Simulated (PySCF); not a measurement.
# 1,1,2,2-tetrafluoroethane (C₂H₂F₄): NMR shifts and electronic excitations in gas and solvents, part 2 of 2

PySCF 2.14.0. Atoms count from 0. Earlier steps stand in the parts before.

## 9. Ultraviolet spectrum: PBE0/aug-cc-pVTZ

Job settings and geometry (Å):

```
{"job": {"kind": "uv", "xc": "PBE0", "basis": "aug-cc-pVTZ", "ip": false, "dynamic": true}, "charge": 0, "multiplicity": 1}
F     -0.542850     1.093243     1.239401
C     -0.371063     0.658029    -0.024427
F      0.372565     1.564875    -0.688645
C      0.384423    -0.663019     0.010888
F      0.557086    -1.097879    -1.252755
F     -0.359615    -1.570238     0.674501
H     -1.345903     0.557196    -0.511954
H      1.358784    -0.562273     0.499392
```

Level: TDDFT PBE0/aug-cc-pVTZ, vertical, gas phase, core orbitals frozen in the response.

What it wrote:

```text
coarse grid: 7760 points
cycle   1  E = -476.3764439516  dE =  8.842e-01  |g| = 9.097e-01  |ddm| = 5.159e+00
cycle   2  E = -476.2072768811  dE =  1.692e-01  |g| = 1.424e+00  |ddm| = 2.223e+00
cycle   3  E = -476.5041344042  dE = -2.969e-01  |g| = 3.838e-02  |ddm| = 1.380e+00
cycle   4  E = -476.5043260787  dE = -1.917e-04  |g| = 1.247e-02  |ddm| = 5.618e-02
cycle   5  E = -476.5043458867  dE = -1.981e-05  |g| = 3.028e-03  |ddm| = 1.759e-02
cycle   6  E = -476.5043477908  dE = -1.904e-06  |g| = 4.001e-04  |ddm| = 6.349e-03
final grid: 79576 points
cycle   7  E = -476.5057622586  dE = -8.451e-05  |g| = 7.114e-03  |ddm| = 2.659e-01
cycle   8  E = -476.5057545165  dE =  7.742e-06  |g| = 1.027e-02  |ddm| = 2.080e-02
cycle   9  E = -476.5057706391  dE = -1.612e-05  |g| = 5.567e-04  |ddm| = 1.068e-02
cycle  10  E = -476.5057706829  dE = -4.386e-08  |g| = 2.050e-04  |ddm| = 1.284e-03
cycle  11  E = -476.5057706904  dE = -7.495e-09  |g| = 2.847e-05  |ddm| = 3.319e-04
cycle  12  E = -476.5057706905  dE = -1.100e-10  |g| = 6.140e-06  |ddm| = 3.432e-05
converged SCF energy = -476.5057706905

Static polarisability (au): isotropic 30.781, principal 29.138 31.458 31.748

Singlet excitations
state   eV       nm        f      main configurations
  1   9.0391    137.2   0.00000   H->L 0.98
  2   9.0421    137.1   0.07052   H->L+1 0.90
  3   9.1306    135.8   0.00100   H->L+2 0.92
  4   9.4715    130.9   0.03272   H->L+3 0.89
  5  10.6657    116.2   0.00000   H->L+4 0.77, H-1->L+3 0.09, H-1->L+1 0.09
  6  10.7252    115.6   0.00000   H-1->L+1 0.58, H->L+5 0.26, H->L+4 0.14
  7  10.7374    115.5   0.00000   H->L+6 0.57, H-1->L+2 0.36
  8  10.7481    115.4   0.00053   H-1->L 0.93
  9  10.9095    113.6   0.00000   H->L+5 0.71, H-1->L+1 0.26
 10  10.9319    113.4   0.00000   H-1->L+2 0.51, H->L+6 0.39

Triplet excitations (Tamm-Dancoff, eV): 8.7018 8.7147 8.8881 9.2409
```

Wall time 35 s (1 thread of Intel Xeon 6975P-C, shared host); peak memory 1 GiB.

The orbitals next to the gap, with their largest atomic shares:

| orbital | eV | atoms |
| --- | --- | --- |
| HOMO−3 | -12.39 | F5 22 %, F0 22 %, F2 22 % |
| HOMO−2 | -11.99 | F5 23 %, F2 23 %, F0 23 % |
| HOMO−1 | -11.61 | F5 16 %, F2 16 %, F0 16 % |
| HOMO | -9.94 | C3 20 %, C1 20 %, F5 12 % |
| LUMO | 0.14 | H6 43 %, H7 42 %, C1 4 % |
| LUMO+1 | 0.23 | H7 24 %, H6 24 %, C3 22 % |
| LUMO+2 | 0.66 | C1 35 %, C3 35 %, F5 6 % |

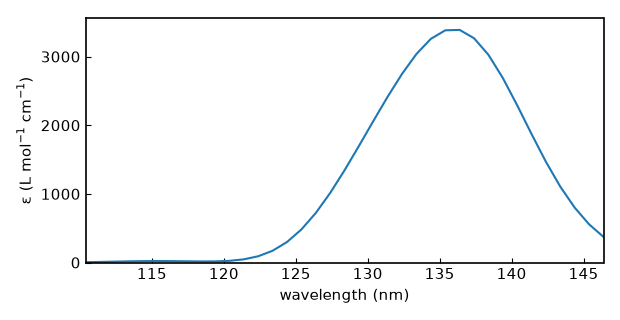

Absorption spectrum: each of the 10 states is a Gaussian band of 0.4 eV half-width at 1/e. Beyond the last state computed it falls off for lack of states.

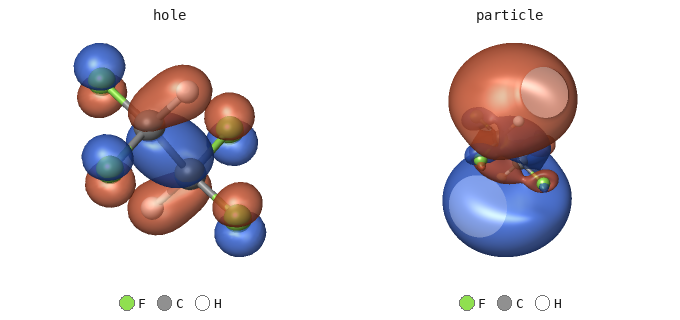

Leading natural transition orbitals of singlet state 2: the electron leaves the hole (left) for the particle orbital (right).

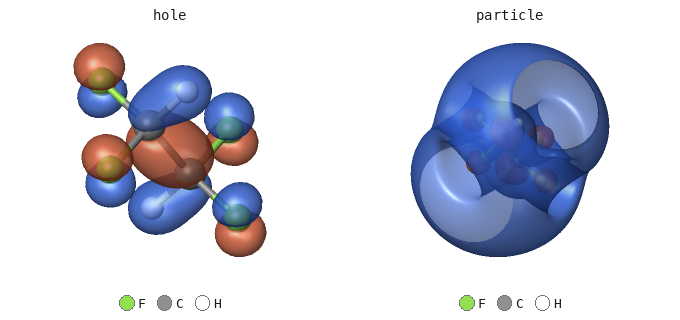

Leading natural transition orbitals of singlet state 1: the electron leaves the hole (left) for the particle orbital (right).

Further results of this job:

| property | computed | measured |
| --- | --- | --- |
| dipole moment (D) | 0.00 | 0.00 |
| polarisability (Å³) | 4.56 | – |
| HOMO–LUMO gap (eV) | 10.08 | – |
| −ε(HOMO) (eV) | 9.94 | – |
| C6 with itself (au) | 563 | – |

Measured: gas; NIST CCCBDB Release 22 (SRD 101), experimental dipoles.

## 10. Excited states and response: CAM-B3LYP/aug-cc-pVTZ

Settings changed since step 9:

```diff
@@ -1,2 +1,2 @@
-{"job": {"kind": "uv", "xc": "PBE0", "basis": "aug-cc-pVTZ", "ip": false, "dynamic": true}, "charge": 0, "multiplicity": 1}
+{"job": {"kind": "uv", "xc": "CAM-B3LYP", "basis": "aug-cc-pVTZ", "ip": false, "dynamic": false}, "charge": 0, "multiplicity": 1}
 F     -0.542850     1.093243     1.239401
```

With the program's defaults for keys left out, this is: TDDFT CAM-B3LYP/aug-cc-pVTZ, vertical, gas phase, core orbitals frozen in the response.

What it wrote:

```text
coarse grid: 7760 points
cycle   1  E = -476.6854680276  dE =  9.538e-01  |g| = 1.026e+00  |ddm| = 5.227e+00
cycle   2  E = -476.5789108966  dE =  1.066e-01  |g| = 1.402e+00  |ddm| = 2.374e+00
cycle   3  E = -476.8555373163  dE = -2.766e-01  |g| = 5.330e-02  |ddm| = 1.361e+00
cycle   4  E = -476.8559318713  dE = -3.946e-04  |g| = 1.943e-02  |ddm| = 9.098e-02
cycle   5  E = -476.8559937507  dE = -6.188e-05  |g| = 3.509e-03  |ddm| = 3.125e-02
cycle   6  E = -476.8559966495  dE = -2.899e-06  |g| = 4.847e-04  |ddm| = 7.849e-03
final grid: 79576 points
cycle   7  E = -476.8514511623  dE = -6.450e-05  |g| = 6.834e-03  |ddm| = 1.969e-01
cycle   8  E = -476.8514477190  dE =  3.443e-06  |g| = 8.512e-03  |ddm| = 1.932e-02
cycle   9  E = -476.8514571283  dE = -9.409e-06  |g| = 2.177e-04  |ddm| = 7.996e-03
cycle  10  E = -476.8514571364  dE = -8.107e-09  |g| = 4.860e-05  |ddm| = 6.810e-04
cycle  11  E = -476.8514571367  dE = -3.556e-10  |g| = 1.179e-05  |ddm| = 1.011e-04
converged SCF energy = -476.8514571367

Static polarisability (au): isotropic 30.773, principal 29.093 31.437 31.787

Singlet excitations
state   eV       nm        f      main configurations
  1   9.3018    133.3   0.06362   H->L+1 0.67, H->L+2 0.14, H->L+7 0.10
  2   9.3330    132.8   0.00000   H->L 0.90
  3   9.3380    132.8   0.00097   H->L+3 0.76, H->L+10 0.21
  4   9.7546    127.1   0.05195   H->L+2 0.68, H->L+1 0.20, H->L+9 0.09
  5  10.8647    114.1   0.00000   H-1->L+3 0.43, H->L+6 0.35
  6  10.8939    113.8   0.00000   H->L+4 0.27, H-1->L+1 0.22, H-1->L+2 0.20
  7  10.9710    113.0   0.00000   H->L+4 0.42, H-1->L+1 0.26, H->L+5 0.19
  8  11.0346    112.4   0.00155   H-1->L 0.77
  9  11.2083    110.6   0.00000   H-2->L 0.52, H->L+6 0.21
 10  11.2456    110.3   0.00024   H->L+10 0.60, H->L+3 0.16

Triplet excitations (Tamm-Dancoff, eV): 8.9321 8.9676 9.1824 9.5331
```

It took 36 s on 1 thread of Intel Xeon 6975P-C, shared host; peak memory 1.2 GiB.

In short: HOMO -11.53 eV, LUMO 0.39 eV; lowest singlet 9.30 eV.

## 11. Excited states and response: wB97X-D/aug-cc-pVTZ

Settings changed since step 10:

```diff
@@ -1,2 +1,2 @@
-{"job": {"kind": "uv", "xc": "CAM-B3LYP", "basis": "aug-cc-pVTZ", "ip": false, "dynamic": false}, "charge": 0, "multiplicity": 1}
+{"job": {"kind": "uv", "xc": "wB97X-D", "basis": "aug-cc-pVTZ", "ip": true, "dynamic": false}, "charge": 0, "multiplicity": 1}
 F     -0.542850     1.093243     1.239401
```

With the program's defaults for keys left out, this is: TDDFT wB97X-D/aug-cc-pVTZ, vertical, gas phase, core orbitals frozen in the response.

What it wrote:

```text
coarse grid: 7760 points
cycle   1  E = -476.6509379395  dE =  9.685e-01  |g| = 1.043e+00  |ddm| = 5.319e+00
cycle   2  E = -476.5947229385  dE =  5.622e-02  |g| = 1.297e+00  |ddm| = 2.373e+00
cycle   3  E = -476.8311206973  dE = -2.364e-01  |g| = 5.315e-02  |ddm| = 1.314e+00
cycle   4  E = -476.8315548849  dE = -4.342e-04  |g| = 1.808e-02  |ddm| = 1.682e-01
cycle   5  E = -476.8316152472  dE = -6.036e-05  |g| = 3.106e-03  |ddm| = 4.122e-02
cycle   6  E = -476.8316177455  dE = -2.498e-06  |g| = 5.946e-04  |ddm| = 1.168e-02
final grid: 79576 points
cycle   7  E = -476.8366628643  dE = -1.551e-04  |g| = 1.326e-02  |ddm| = 2.379e-01
cycle   8  E = -476.8366576887  dE =  5.176e-06  |g| = 1.456e-02  |ddm| = 3.043e-02
cycle   9  E = -476.8366838300  dE = -2.614e-05  |g| = 6.825e-04  |ddm| = 1.399e-02
cycle  10  E = -476.8366839136  dE = -8.358e-08  |g| = 2.627e-04  |ddm| = 1.809e-03
cycle  11  E = -476.8366839268  dE = -1.316e-08  |g| = 1.575e-05  |ddm| = 4.839e-04
cycle  12  E = -476.8366839269  dE = -1.650e-10  |g| = 3.974e-06  |ddm| = 1.150e-04
converged SCF energy = -476.8366839269

Static polarisability (au): isotropic 30.809, principal 29.193 31.474 31.759

Singlet excitations
state   eV       nm        f      main configurations
  1   9.3725    132.3   0.06980   H->L+1 0.64, H->L+7 0.16, H->L+2 0.10
  2   9.3881    132.1   0.00000   H->L 0.87, H->L+8 0.09
  3   9.4313    131.5   0.00083   H->L+3 0.69, H->L+10 0.28
  4   9.8242    126.2   0.03481   H->L+2 0.64, H->L+1 0.16, H->L+9 0.14
  5  10.9418    113.3   0.00000   H->L+4 0.36, H-1->L+1 0.21, H-1->L+2 0.13
  6  10.9445    113.3   0.00000   H->L+6 0.41, H-1->L+3 0.34
  7  11.0060    112.7   0.00000   H->L+5 0.37, H->L+4 0.28, H-1->L+1 0.17
  8  11.1031    111.7   0.00247   H-1->L 0.72
  9  11.1648    111.0   0.00113   H->L+10 0.65, H->L+3 0.26
 10  11.2340    110.4   0.05955   H->L+7 0.31, H->L+9 0.30, H->L+2 0.15

Triplet excitations (Tamm-Dancoff, eV): 9.0448 9.0950 9.2496 9.6183
Vertical ionisation energy (delta-SCF) = 12.5312 eV
```

It took 55 s on 1 thread of Intel Xeon 6975P-C, shared host; peak memory 1.4 GiB.

In short: HOMO -11.87 eV, LUMO 0.99 eV; lowest singlet 9.37 eV.

## 12. Side by side: NMR shifts

Shifts (ppm), means over like atoms, with basis size and wall time (the measured row can stand on another reference than the computed rows):

| run | C1 | H6 | F0 | functions | time |
| --- | --- | --- | --- | --- | --- |
| PBE0/pcSseg-2 | 120.1 | 5.64 | -149.4 | 244 | 17 s |
| KT3/pcSseg-2 | 118.9 | 5.75 | -163.3 | 244 | 18 s |
| wB97X-D/pcSseg-2 | 120.1 | 5.63 | -142.3 | 244 | 18 s |
| B97-2/pcSseg-2 | 118.8 | 5.66 | -148.5 | 244 | 13 s |
| WP04/pcSseg-2 in chloroform | 123.8 | 6.03 | -144.8 | 244 | 14 s |
| wB97X-D/pcSseg-2 in chloroform | 121.1 | 5.88 | -143.6 | 244 | 18 s |
| measured | – | – | -140.2 | – | – |

Measured: G. Saielli, R. Bini, A. Bagno, Computational 19F NMR. 2. Organic compounds, RSC Adv. 2014, ESI (exp. from Berger-Braun-Kalinowski 1994 and Everett 1995).

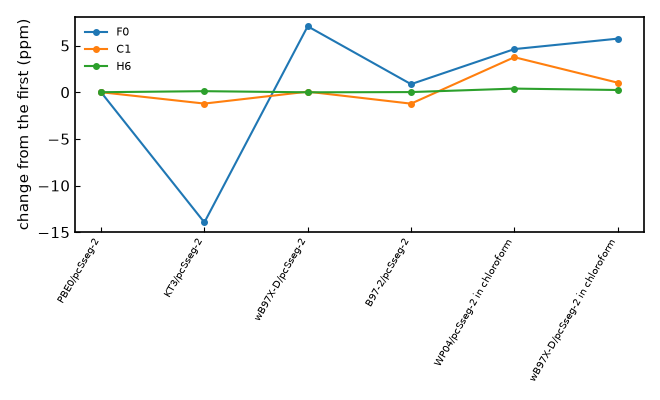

How the tabulated atoms move from run to run.

## 13. Run by run: electronic excitations

Excitations and ground-state properties, with basis size and wall time:

| run | lowest singlet (eV) | brightest (eV) | f | gap (eV) | α (Å³) | μ (D) | functions | time |
| --- | --- | --- | --- | --- | --- | --- | --- | --- |
| PBE0/aug-cc-pVTZ | 9.04 | 9.04 | 0.071 | 10.08 | 4.56 | 0.00 | 322 | 35 s |
| CAM-B3LYP/aug-cc-pVTZ | 9.30 | 9.30 | 0.064 | 11.92 | 4.56 | 0.00 | 322 | 36 s |
| wB97X-D/aug-cc-pVTZ | 9.37 | 9.37 | 0.070 | 12.87 | 4.57 | 0.00 | 322 | 55 s |

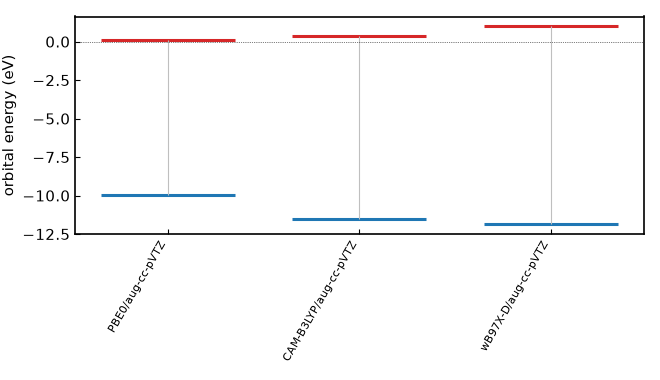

HOMO (blue) and LUMO (red) run by run.

Measured dipole: 0.00 D (gas; NIST CCCBDB Release 22 (SRD 101), experimental dipoles).

## 14. Results

The summary covers parts 1 to 2.

| quantity | value |
| --- | --- |
| point group | C2h |
| rotational constants (main isotopes) | 5.16, 3.16, 2.07 GHz |
| 13C shifts against TMS (PBE0/pcSseg-2, means over atoms taken as alike) | 120.1 ppm |
| 1H shifts against TMS (PBE0/pcSseg-2, means over atoms taken as alike) | 5.64 ppm |
| 19F shifts against CFCl3 (PBE0/pcSseg-2, means over atoms taken as alike) | -149.4 ppm |
| measured, and computed on the same scale | F0 δ -140.2, -149.4 ppm |
| surface potential, 1st and 99th percentile | -0.43 V and 1.63 V |
| lowest singlet (PBE0/aug-cc-pVTZ) | 9.04 eV (137 nm), f = 0.000 |
| brightest single state of those computed | state 2, 9.04 eV, f = 0.071 |
| lowest triplet | 8.70 eV |
| range of the shift of F0 (wB97X-D/pcSseg-2 runs) | -143.6 to -142.3 ppm |
| range of the lowest singlet | 9.04 to 9.37 eV |

In words: The optimisation took 9 steps and gained 0.053 eV; among the close pairs (by a distance rule), C1–C3 changed most, from 1.581 to 1.522 Å. No frequency check was run at this level, so the end point may be a saddle. At PBE0/pcSseg-2: The largest span, 185 ppm, is at F0, F2, F4, F5, where the paramagnetic term is -143 ppm. The one measured 19F shift is missed by -9.2 ppm (computed less measured, unscaled). Vibration, temperature and solvent are missing from the calculation, so part of the miss against the measured shifts is not the functional's. The lowest singlet, at 9.04 eV, is HOMO→LUMO 0.98 and is dark; of the 10 states computed, the strongest absorption comes from state 2 at 9.04 eV. The lowest triplet lies 0.34 eV below the lowest singlet (triplets in Tamm-Dancoff, singlets in full TDDFT). The dipole moment, 0.00 D, compares with 0.00 D measured (one conformer here). At one level, wB97X-D/pcSseg-2: Across the 2 runs the shift of F0 (with its like atoms) moves most, between -143.6 (wB97X-D/pcSseg-2 in chloroform) and -142.3 ppm (wB97X-D/pcSseg-2). The lowest singlet runs from 9.04 eV (PBE0/aug-cc-pVTZ) to 9.37 eV (wB97X-D/aug-cc-pVTZ), while the orbital gap spans 10.08 to 12.87 eV: the excitation energy moves far less from run to run than the orbital gap does. The lowest state need not be the same one in every run.
